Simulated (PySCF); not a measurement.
Consider C4H12N2OSi (SMILES C[C@H](N)C/C=N/[SiH2]O).

The calculation's input:

```
{"job": {"kind": "nmr", "xc": "PBE0", "basis": "pcSseg-1"}, "charge": 0, "multiplicity": 1}
C     -1.042320     0.297236    -1.739522
C     -1.762302    -0.143652    -0.469302
N     -3.068835     0.483549    -0.429423
C     -0.895773     0.166693     0.775886
C      0.383573    -0.598868     0.764646
N      1.496590    -0.040293     0.871682
Si     3.126543    -0.594485     0.964242
O      4.008041     0.368427    -0.003739
H     -0.872559     1.371622    -1.722060
H     -0.081942    -0.204193    -1.823557
H     -1.650652     0.057390    -2.606966
H     -1.932886    -1.226814    -0.511132
H     -2.975248     1.493105    -0.392820
H     -3.594246     0.186337     0.385041
H     -0.680583     1.235906     0.829133
H     -1.456929    -0.124163     1.669999
H      0.261743    -1.686197     0.648107
H      3.460526    -0.414637     2.378294
H      3.455583    -1.917926     0.450849
H      3.816527     1.301642    -0.042393
```

Launched as:

```sh
OMP_NUM_THREADS=1 python probes_run.py task.json out
```

Geometry: GFN2-xTB.

Level of theory: PySCF 2.14.0, PBE0/pcSseg-1, SCF density, gas phase, non-relativistic.

Q: What can the converged electron density and electron localisation function tell about the bonding?

A: C–N (1.25 Å): ρ at the midpoint is about 2.8 e/Å³; the ELF peaks at about 0.90 between the atoms: a short, multiple covalent bond.
C–C (1.49 Å): the density is about 1.8 e/Å³ at the midpoint; the ELF peaks at about 0.95 between the atoms; a covalent bond.
Si–N (1.72 Å): the density is about 1.1 e/Å³ at the midpoint; the ELF peaks at about 0.90 between the atoms (a shared but strongly polarised pair).

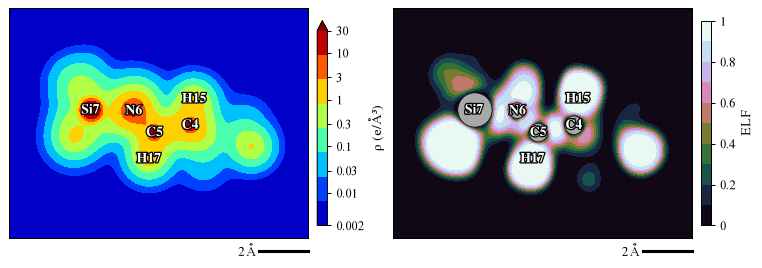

Computed electron density and electron localisation function on the plane of atoms C4, C5 and N6, in this order. Grey discs cover the atomic cores in the ELF map. 
